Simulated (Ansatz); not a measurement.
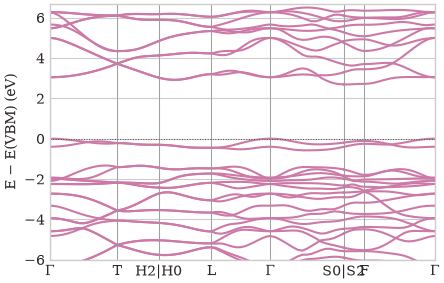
Figure. Band structure from plane-wave PAW r²SCAN (Ansatz code)

Task: Read off the gap and where the band edges lie.

Result: About 2.7 eV (2.69 eV by a search for the band edges); maximum at Γ, minimum on the S2–F line, 10 % of the way from S2.

Task: Pick the material that matches.
A) SnTeO3, R3c (Sn on 6a, Te on 6a, O on 18b)
B) Al4C3, R-3m (Al on 6c, Al on 6c, C on 6c, C on 3a)
C) CsGeI3, R3m (Cs on 3a, Ge on 3a, I on 9b)

Result: A, SnTeO3, R3c (Sn on 6a, Te on 6a, O on 18b)

The start of the workflow was typed in or built on a structure type; neither database checked (COD, Materials Project) lists it. Its standing as an ambient phase is unchecked. The cell was relaxed with r²SCAN under the symmetry of its start; whether a distortion lowers the energy is not shown. The volume moved by 26 % from the start of the relaxation. Scalar-relativistic: spin–orbit coupling is off unless named, which matters more the heavier the elements.

Potentials: the later of the program's two PAW sets.
